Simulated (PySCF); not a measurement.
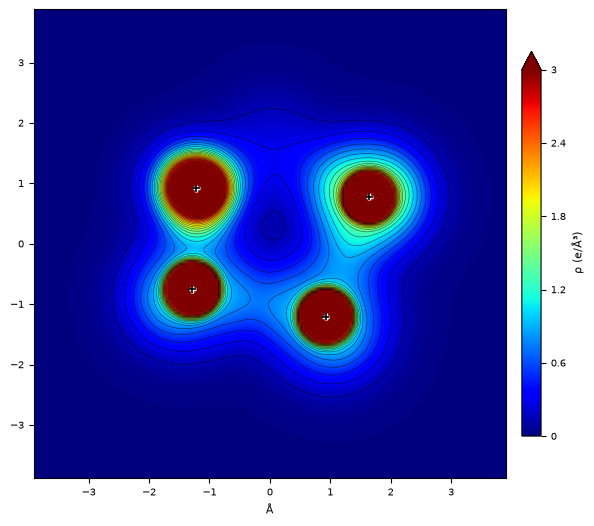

The total electron density on a plane through atoms (crosses mark nuclei in the plane).

All numbers below come from PySCF 2.14.0, PBE0/pcSseg-1, SCF density, gas phase, non-relativistic.

Candidates:
A. C4H10B2F2O
B. C7H13Al
C. O2P4S

Question: Which candidate gave the map?

Answer: Candidate C: O2P4S on the plane of atoms S2, P3 and P4, which holds S, P and O. P–O (1.68 Å): ρ at the midpoint is about 1.2 e/Å³. P–S (2.11 Å): ρ at the midpoint is about 0.9 e/Å³.
